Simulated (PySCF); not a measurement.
## Run report: C3H7Cl3Ge, excited-state calculation

The run: excited-state calculation of C3H7Cl3Ge (Ge(iPr)Cl3). Method and program: TDDFT B3LYP/def2-SVPD, vertical, gas phase, core orbitals frozen in the response (PySCF 2.14.0).

The geometry comes from this level: PBE0-D3(BJ)/def2-SVP. It belongs to a series of runs on one base structure; here: one ligand: Cl to iPr.

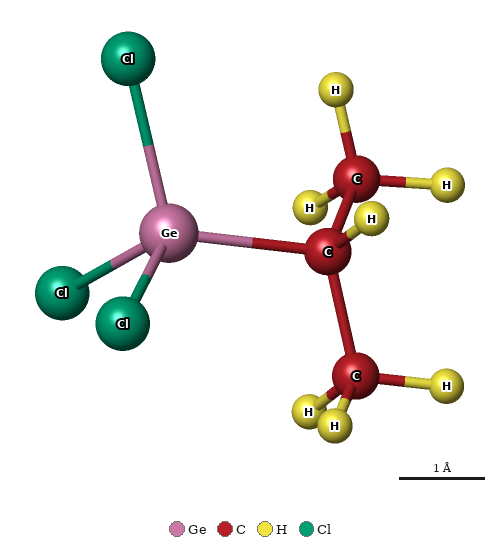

*The structure as given in the input (ball-and-stick view, seen at a tilt). Sticks mark near contacts.*

### The input
```
{"job": {"kind": "uv", "xc": "B3LYP", "basis": "def2-SVPD", "ip": false, "nstates": 15}, "charge": 0, "multiplicity": 1}
Ge     0.204423     0.333143    -1.591128
C      0.165606     0.323105     0.358369
C      0.963492    -0.866381     0.879156
C     -1.273229     0.358858     0.857568
H      0.679381     1.263044     0.626937
H      1.998854    -0.860204     0.507413
H      0.499104    -1.818574     0.578030
H      0.996111    -0.845682     1.980266
H     -1.287948     0.406009     1.958563
H     -1.819473     1.233359     0.473806
H     -1.820669    -0.547461     0.554046
Cl     2.223067     0.336858    -2.322980
Cl    -0.785388     2.049809    -2.418756
Cl    -0.762772    -1.409703    -2.398081
```

The first line tells a small driver script what to run in PySCF; the rest is the geometry in Å.

Run as:
```bash
OMP_NUM_THREADS=1 python <driver script> task.json out
```

### Output
```
coarse grid: 59208 points
cycle   1  E = -3575.5138115008  dE = -1.129e-01  |g| = 7.155e-01  |ddm| = 5.353e+00
cycle   2  E = -3575.4005501422  dE =  1.133e-01  |g| = 1.049e+00  |ddm| = 2.689e+00
cycle   3  E = -3575.6183744256  dE = -2.178e-01  |g| = 7.765e-02  |ddm| = 1.628e+00
cycle   4  E = -3575.6198669508  dE = -1.493e-03  |g| = 3.062e-02  |ddm| = 1.567e-01
cycle   5  E = -3575.6201058958  dE = -2.389e-04  |g| = 1.168e-02  |ddm| = 5.695e-02
cycle   6  E = -3575.6201428540  dE = -3.696e-05  |g| = 1.754e-03  |ddm| = 1.952e-02
cycle   7  E = -3575.6201436010  dE = -7.470e-07  |g| = 5.476e-04  |ddm| = 3.738e-03
final grid: 119504 points
cycle   8  E = -3575.6200722821  dE = -6.941e-08  |g| = 7.026e-04  |ddm| = 1.009e-02
cycle   9  E = -3575.6200721783  dE =  1.038e-07  |g| = 9.493e-04  |ddm| = 2.319e-03
cycle  10  E = -3575.6200724041  dE = -2.259e-07  |g| = 9.568e-05  |ddm| = 1.311e-03
cycle  11  E = -3575.6200724066  dE = -2.488e-09  |g| = 9.536e-06  |ddm| = 1.473e-04
cycle  12  E = -3575.6200724066  dE = -1.819e-11  |g| = 3.147e-06  |ddm| = 2.088e-05
```

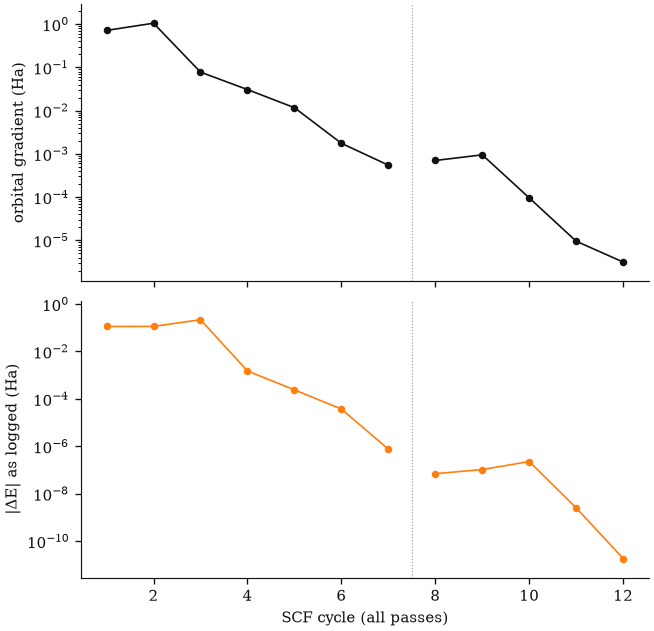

*Convergence of the self-consistent field: orbital gradient and size of the energy change against the SCF cycle. The dotted line marks the change from a coarse to the final integration grid.*

The first 7 cycles use a coarse grid, the final grid takes over at cycle 8, and the field converges after 12 cycles in all.

```
converged SCF energy = -3575.6200724066

Static polarisability (au): isotropic 108.798, principal 101.703 109.882 114.809

Singlet excitations
state   eV       nm        f      main configurations
  1   6.1280    202.3   0.00016   H-1->L 0.99
  2   6.1560    201.4   0.14333   H->L 0.96
  3   6.4219    193.1   0.02630   H-2->L 0.94
  4   6.4273    192.9   0.02882   H-3->L 0.94
  5   6.8167    181.9   0.02078   H-4->L 0.93
  6   6.8223    181.7   0.02012   H-5->L 0.94
  7   7.3818    168.0   0.01225   H-6->L 0.91
  8   7.5636    163.9   0.02814   H->L+1 0.89
  9   7.6601    161.9   0.02704   H->L+2 0.81, H-1->L+1 0.08
 10   7.7263    160.5   0.01388   H-8->L 0.54, H-7->L 0.34
 11   7.7772    159.4   0.00304   H-7->L 0.56, H-8->L 0.35
 12   7.8355    158.2   0.00471   H->L+3 0.89
 13   7.8764    157.4   0.02821   H-1->L+1 0.73
 14   7.9711    155.5   0.02822   H-1->L+2 0.81
 15   8.0306    154.4   0.00145   H-2->L+1 0.67, H-2->L+3 0.14

Triplet excitations (Tamm-Dancoff, eV): 5.4775 5.7702 5.9532 5.9557
```

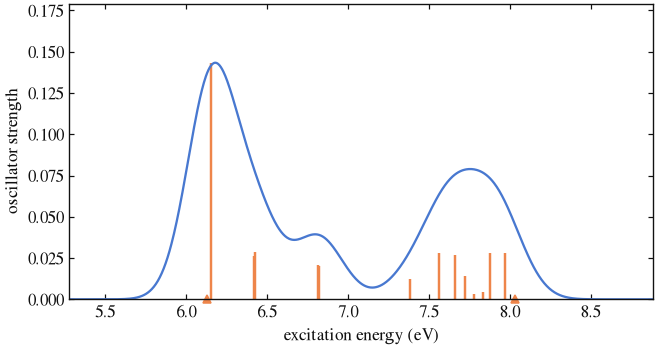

*Computed excitations as sticks (degenerate states added up, dark ones marked on the axis), with a Gaussian envelope of 0.35 eV full width at half maximum, scaled to the tallest.*

Of the 15 states the lowest lies at 6.13 eV (f = 0.000); the strongest line is at 6.16 eV, or 201 nm (f = 0.143).

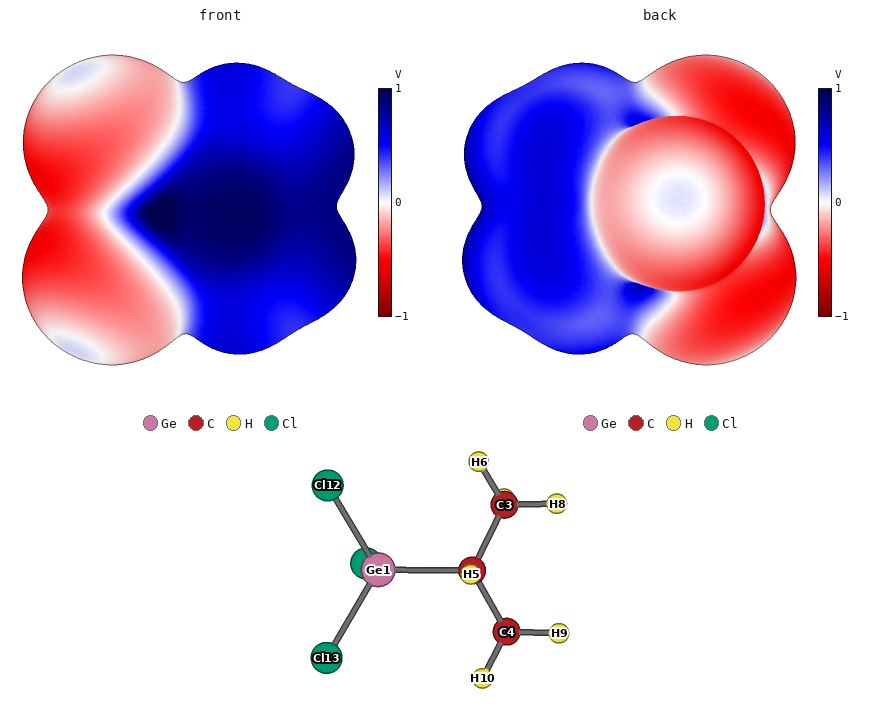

*The molecular electrostatic potential painted on the density surface at 0.001 e/bohr³, seen face on and from behind; red is negative and blue positive. The bare structure is drawn below in the same view.*

A positive charge is drawn to the negative regions and a negative charge to the positive ones.

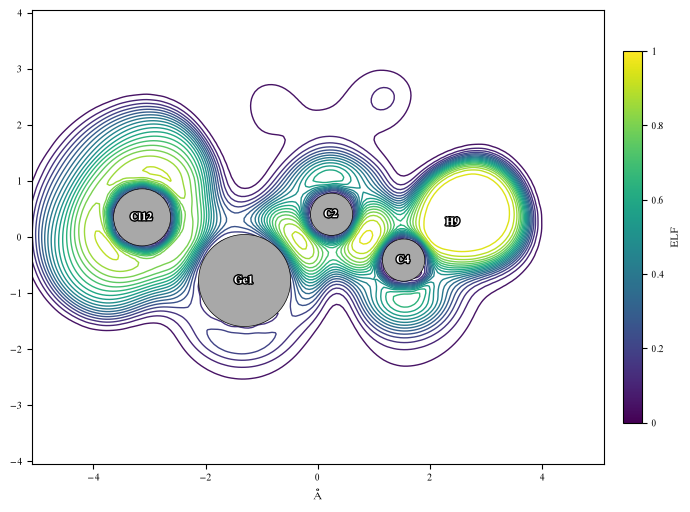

*Electron localisation function on the plane of atoms C2, Ge1 and Cl12. Grey discs, where drawn, cover atomic cores.*

Atoms in the plane: Ge, C, H and Cl. C–C (1.52 Å): the ELF peaks at about 0.95 between the atoms, which marks a shared electron pair. C–Ge (1.95 Å): the ELF peaks at about 0.90 in the valence shell of C, 0.7 Å from its nucleus, and is about 0.75 at the midpoint. Ge–Cl (2.15 Å): the ELF peaks at about 0.85 in the valence shell of Cl, 0.8 Å from its nucleus, and is about 0.65 at the midpoint. C–H (1.10 Å): the ELF climbs to about 1 towards the hydrogen, as it does in any bond to H; a covalent bond by its length.

### Results in brief

```csv
quantity,value
outcome,converged
total energy,−3575.620072 hartree
HOMO,−8.55 eV
LUMO,−1.63 eV
dipole moment,3.28 D
mean polarisability,108.80 a.u.
lowest singlet excitation,6.13 eV
hardware,"1 CPU thread, shared host"
wall time,2.4 min
peak memory,1.1 GiB
```

Spin–orbit coupling is left out, which matters for the heavy atoms.
